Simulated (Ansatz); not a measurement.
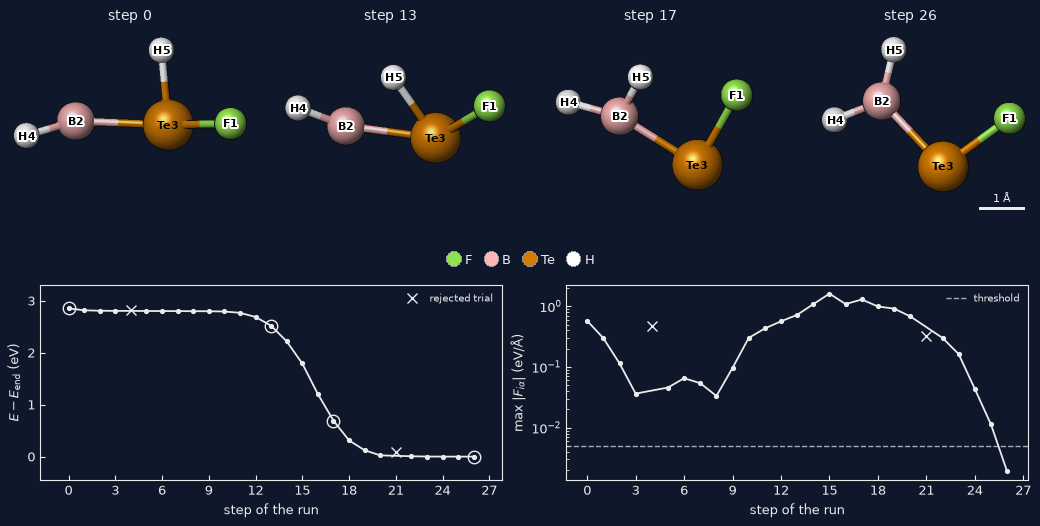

Frames of a relaxation of BH2TeF, marked on the history of the run. A ball-and-stick model, seen at a tilt.

It is one of the separated reactants of a reaction.

Computed with Ansatz 0.2.0, RKS PBE0-D4/def2-TZVP.

Input
```yaml
crystal:
  periodic: [false, false, false]
  atoms:
    - {symbol: F, position_ang: [3.308527, 0.343008, -0.510265]}
    - {symbol: B, position_ang: [-0.499863, -0.691695, -0.236220]}
    - {symbol: Te, position_ang: [1.306959, 0.098835, -0.979808]}
    - {symbol: H, position_ang: [-1.019964, -1.591351, 0.395722]}
    - {symbol: H, position_ang: [0.952928, 1.379381, 0.065890]}
basis:
  gaussian: {orbitals: def2-TZVP}
hamiltonian: {xc: pbe0, dispersion: d4}
relax: {f_tol: 0.005, max_steps: 200}
```

Launched with:
```bash
ansatz run in.yaml --threads 2 --pin off --events-out ev --progress --plain --max-ram 4352MiB
```

What happens along the run?

Answer. After 24 accepted moves (26 points after the start) the energy has fallen by 2.852 eV. The largest force component goes from 0.58 to 0.0019 eV/Å. The line search rejected the trial steps at points 4, 21 of the run. The largest moves after the best rigid fit, 1.07 Å, are those of Te3 and H5. By element the largest moves are H 1.07 Å, Te 1.07 Å, B 0.83 Å, F 0.52 Å. Near-neighbour distances that change, for instance: B2–H5 2.548 → 1.189 Å, Te3–H5 1.691 → 2.869 Å, F1–Te3 2.070 → 1.911 Å, B2–Te3 2.108 → 2.067 Å. New bonds form: B2–H5 (2.55 → 1.19 Å). Bonds break: Te3–H5 (1.69 → 2.87 Å). Among the angles between lasting bonds that change: F1–Te3–B2 142.5° → 100.3°, Te3–B2–H4 145.8° → 114.2°. Groups turn about B2–Te3 by about 145°. From step 0 to 13: H5 moves most (0.94 Å), energy −0.333 eV. From step 13 to 17: B2 moves most (0.53 Å), energy −1.826 eV. From step 17 to 26: H5 moves most (0.61 Å), energy −0.693 eV.
